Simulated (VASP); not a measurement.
Band structure of CdSe (wurtzite). These are r2SCAN+rVV10, VASP's PBE PAW potentials (set 64) (plane waves; VASP) values and carry that method's errors.

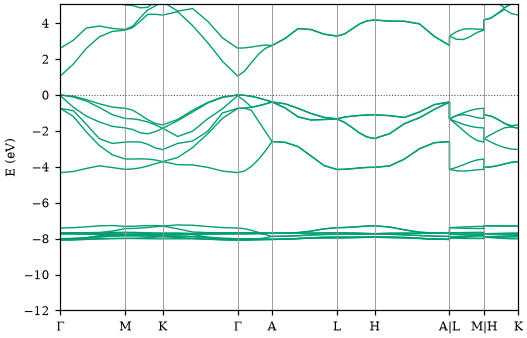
Fig. 1. Bands along high-symmetry lines, zero at the valence-band maximum or, without a gap, the Fermi level

Task: Read the plot: is there a gap, and where are the band edges?

Result: The gap is direct, 1.06 eV, from the valence maximum at Γ to the conduction minimum at Γ.

Measured: gap 1.73 eV (computed value off by -0.67 eV), as given by Abedi et al., (2022), arXiv:2211.14644.

The compound is CdSe in the wurtzite structure. It was relaxed first.
